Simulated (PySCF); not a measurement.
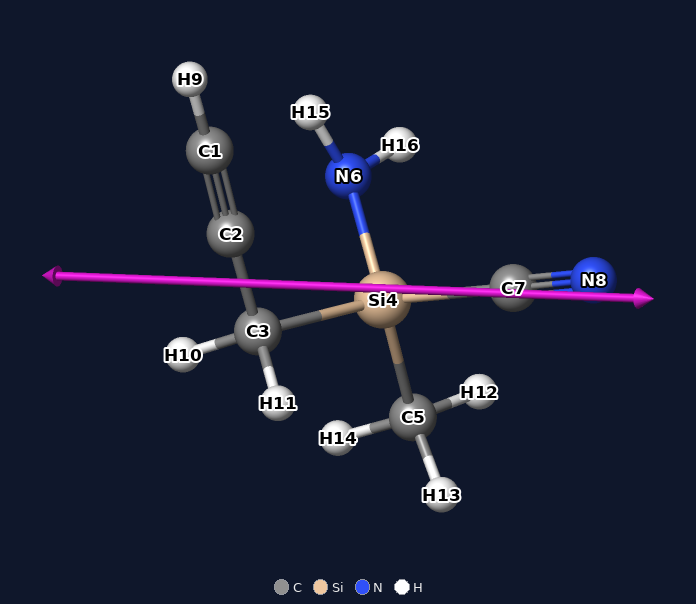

The double arrow shows the direction of the transition dipole to excited singlet state 4 (its length means nothing). The geometry was computed by an optimisation with GFN2-xTB. No frequency run is at hand to confirm it as a minimum. Method: TDDFT CAM-B3LYP/def2-SVPD, vertical, gas phase, core orbitals frozen in the response (PySCF 2.14.0).

**How is the transition polarised?**

Nearly parallel to the C7–N8 bond.

**Give its energy, strength and character.**

6.88 eV (180 nm), oscillator strength 0.031, mainly HOMO−2 → LUMO (weight 0.59); transition dipole 1.10 D.

The geometry is semi-empirical. Around Si such bond lengths and angles can be off by a tenth of an ångström or more and by several degrees, and values that hang on the shape move with them.
